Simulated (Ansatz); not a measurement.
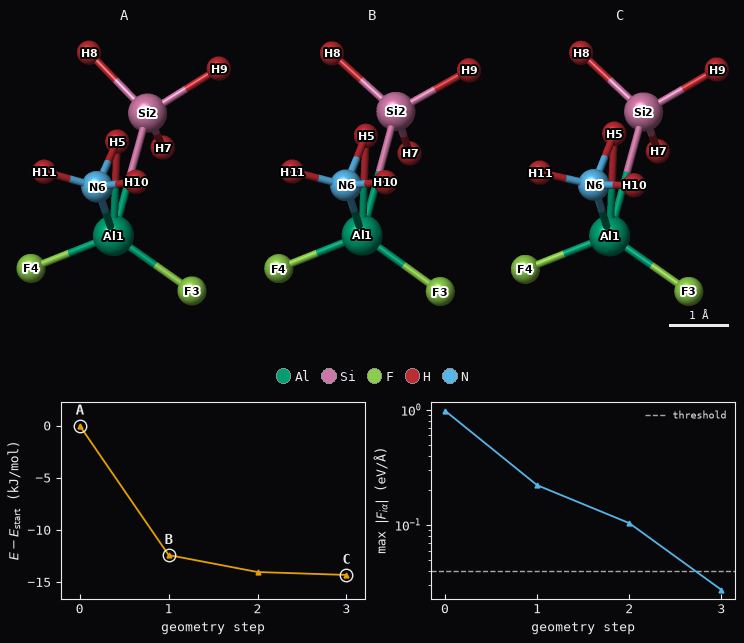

Frames of a constrained relaxation of AlSiNH6F2, marked on the history of the run. A ball-and-stick model, seen from a free direction.

The reaction that was planned forms Al1–N6, Si2–H5 and breaks Al1–Si2, H5–N6 (atoms numbered from 1 in input order).

All numbers below come from RKS PBE0-D4/def2-SVP (Ansatz 0.2.0). Set-up: held fixed: the distance between atoms 1 (Al) and 6 (N), the distance between atoms 2 (Si) and 5 (H), the distance between atoms 1 (Al) and 2 (Si), the distance between atoms 5 (H) and 6 (N), counting from 1; force threshold 0.04 eV/Å; at most 150 steps.

Question: What happens along the run?

Answer: After 3 geometry steps the energy has fallen by 14.3 kJ/mol. Largest force component: 0.98 eV/Å at the start, 0.027 eV/Å at the end. The largest move after the best rigid fit is that of H5, 0.14 Å. Largest moves by element: H 0.14 Å, N 0.07 Å, F 0.06 Å, Al 0.04 Å, Si 0.02 Å. Among the contacts that change: Al1–H5 1.727 → 1.884 Å, Si2–H7 1.473 → 1.503 Å, Al1–F3 1.653 → 1.666 Å, N6–H10 1.014 → 1.019 Å. Bond angles that change, for instance: H8–Si2–H9 103.8° → 108.0°, Al1–Si2–H7 99.5° → 95.3°, Al1–N6–H10 126.5° → 122.6°. From step 0 to 1: H atoms move most (0.11 Å), energy −12.4 kJ/mol. From step 1 to 3: H10 moves most (0.06 Å), energy −1.91 kJ/mol.

| step | E − E(0), kJ/mol | largest force component, eV/Å |
| --- | --- | --- |
| 0 | 0.00 | 0.9844 |
| 1 | -12.40 | 0.2217 |
| 2 | -14.03 | 0.1038 |
| 3 | -14.31 | 0.0273 |
